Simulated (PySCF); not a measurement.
## CH₆GeS: a changed input and its effect

System: CH₆GeS, SMILES [CH3][GeH2][SH].
Method of run A: GIAO PBE0/pcSseg-2 NMR shielding, non-relativistic, gas phase (PySCF 2.14.0).

The geometry comes from this level: PBE0-D3(BJ)/def2-SVP. Text and figures count atoms from 1; the logs count them from 0 in places.

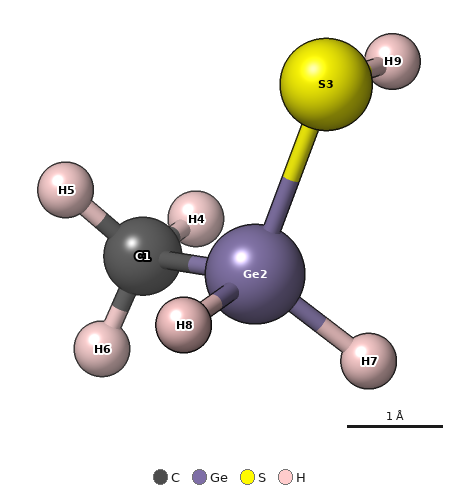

Figure 1. The input geometry (ball-and-stick view, seen at a tilt; atoms are numbered from 1 in the order of the input). Sticks mark near contacts. Bond lengths as drawn: C–Ge 1.95 Å, C–H 1.10 Å, Ge–H 1.54 Å, Ge–S 2.23 Å and H–S 1.35 Å.

### Input, run A
```
{"job": {"kind": "nmr", "xc": "PBE0", "basis": "pcSseg-2", "pop": false}, "charge": 0, "multiplicity": 1}
C     -1.116699     0.099733    -0.043644
Ge     0.702506    -0.591495     0.050777
S      1.991942     0.748029     1.290349
H     -1.129487     1.065454    -0.568897
H     -1.509857     0.244947     0.972194
H     -1.766047    -0.604827    -0.584536
H      1.311868    -0.736374    -1.358534
H      0.760162    -1.937228     0.793916
H      1.905579     1.798299     0.444747
```

The first line tells a small driver script what to run in PySCF; the rest is the geometry in Å.

Hardware: 1 CPU thread, shared host.

### Output (run A)
```
coarse grid: 33744 points
cycle   1  E = -2516.4849799848  dE = -7.154e-01  |g| = 1.065e+00  |ddm| = 2.001e+00
cycle   2  E = -2516.4376693118  dE =  4.731e-02  |g| = 1.239e+00  |ddm| = 7.706e-01
cycle   3  E = -2516.5588708490  dE = -1.212e-01  |g| = 9.998e-02  |ddm| = 4.666e-01
cycle   4  E = -2516.5596414647  dE = -7.706e-04  |g| = 2.394e-02  |ddm| = 5.574e-02
cycle   5  E = -2516.5597866917  dE = -1.452e-04  |g| = 3.653e-03  |ddm| = 2.151e-02
cycle   6  E = -2516.5597892840  dE = -2.592e-06  |g| = 1.475e-03  |ddm| = 3.300e-03
final grid: 68224 points
cycle   7  E = -2516.5597647888  dE =  1.970e-07  |g| = 1.760e-03  |ddm| = 2.869e-03
cycle   8  E = -2516.5597643114  dE =  4.774e-07  |g| = 2.226e-03  |ddm| = 2.902e-03
cycle   9  E = -2516.5597656097  dE = -1.298e-06  |g| = 1.386e-04  |ddm| = 1.556e-03
cycle  10  E = -2516.5597656135  dE = -3.809e-09  |g| = 7.606e-06  |ddm| = 1.116e-04
cycle  11  E = -2516.5597656135  dE = -2.456e-11  |g| = 2.282e-06  |ddm| = 9.209e-06
converged SCF energy = -2516.5597656135

GIAO shielding tensors (ppm)
atom      isotropic    diamagn.    paramagn.     s11        s22        s33       span
  0 C      181.682     242.430     -60.748    170.109    180.880    194.058     23.949
  1 Ge    1416.136    2756.771   -1340.635   1263.548   1459.566   1525.294    261.746
  2 S      732.268    1056.164    -323.896    643.032    687.389    866.383    223.351
  3 H       30.762      30.004       0.758     26.111     28.612     37.562     11.451
  4 H       30.658      29.306       1.351     25.960     28.353     37.661     11.701
  5 H       30.774      29.166       1.607     25.500     27.262     39.559     14.060
  6 H       26.249      29.103      -2.854     19.334     21.884     37.529     18.195
  7 H       26.587      28.802      -2.215     20.144     21.951     37.668     17.524
  8 H       31.290      30.526       0.764     23.056     28.315     42.500     19.443
```

For run B the input was changed thus:
```diff
-"basis": "pcSseg-2"
-"pop": false
+"basis": "pcSseg-1"
```

How does run B compare with run A?

The total energy of run B is 201.5 kcal/mol higher, which measures the change of basis and not a stability. The LUMO goes from 0.16 to 0.46 eV. The dipole moment goes from 1.98 to 2.09 D. Of all shieldings, the largest change is that of S3, by +11.6 ppm. The SCF takes 10 iterations against 11. The basis functions go from 226 to 112.

### Output (run B)
```
coarse grid: 33744 points
cycle   1  E = -2516.1680947114  dE = -6.885e-01  |g| = 9.031e-01  |ddm| = 2.662e+00
cycle   2  E = -2516.1377482440  dE =  3.035e-02  |g| = 9.469e-01  |ddm| = 1.033e+00
cycle   3  E = -2516.2375852365  dE = -9.984e-02  |g| = 7.854e-02  |ddm| = 6.503e-01
cycle   4  E = -2516.2385642067  dE = -9.790e-04  |g| = 1.523e-02  |ddm| = 8.481e-02
cycle   5  E = -2516.2386438279  dE = -7.962e-05  |g| = 2.286e-03  |ddm| = 2.294e-02
cycle   6  E = -2516.2386452029  dE = -1.375e-06  |g| = 6.276e-04  |ddm| = 2.847e-03
final grid: 68224 points
cycle   7  E = -2516.2385900297  dE =  3.448e-09  |g| = 6.732e-04  |ddm| = 1.477e-03
cycle   8  E = -2516.2385899825  dE =  4.722e-08  |g| = 7.944e-04  |ddm| = 1.313e-03
cycle   9  E = -2516.2385901519  dE = -1.694e-07  |g| = 6.549e-05  |ddm| = 6.952e-04
cycle  10  E = -2516.2385901527  dE = -7.844e-10  |g| = 6.093e-06  |ddm| = 5.682e-05
converged SCF energy = -2516.2385901527

GIAO shielding tensors (ppm)
atom      isotropic    diamagn.    paramagn.     s11        s22        s33       span
  0 C      181.970     252.478     -70.508    170.667    181.364    193.880     23.214
  1 Ge    1405.749    2756.599   -1350.850   1244.512   1451.692   1521.042    276.530
  2 S      743.838    1056.552    -312.714    654.067    700.218    877.229    223.162
  3 H       30.783      30.673       0.109     26.127     28.484     37.736     11.609
  4 H       30.645      29.985       0.660     25.897     28.191     37.846     11.949
  5 H       30.827      29.796       1.031     25.604     27.211     39.666     14.063
  6 H       26.321      28.569      -2.248     19.394     21.888     37.680     18.286
  7 H       26.681      28.331      -1.650     20.183     21.986     37.873     17.690
  8 H       31.334      29.463       1.872     22.996     28.065     42.941     19.945
```

### The two runs side by side

| quantity | run A | run B |
| --- | --- | --- |
| outcome | converged | converged |
| total energy (hartree) | −2516.559766 | −2516.238590 |
| HOMO (eV) | −7.18 | −7.17 |
| LUMO (eV) | 0.16 | 0.46 |
| dipole moment (D) | 1.98 | 2.09 |
| shielding of C1 (ppm) | 181.7 | 182.0 |
| shielding of Ge2 (ppm) | 1416.1 | 1405.7 |
| shielding of S3 (ppm) | 732.3 | 743.8 |
| shielding of H6 (ppm) | 30.8 | 30.8 |
| shielding of H7 (ppm) | 26.2 | 26.3 |
| shielding of H8 (ppm) | 26.6 | 26.7 |
| shielding of H9 (ppm) | 31.3 | 31.3 |
| SCF iterations | 11 | 10 |
| basis functions | 226 | 112 |
| wall time (shared host) | 23 s | 9.5 s |

For both runs: Spin–orbit coupling is left out, which matters for the heavy atoms.
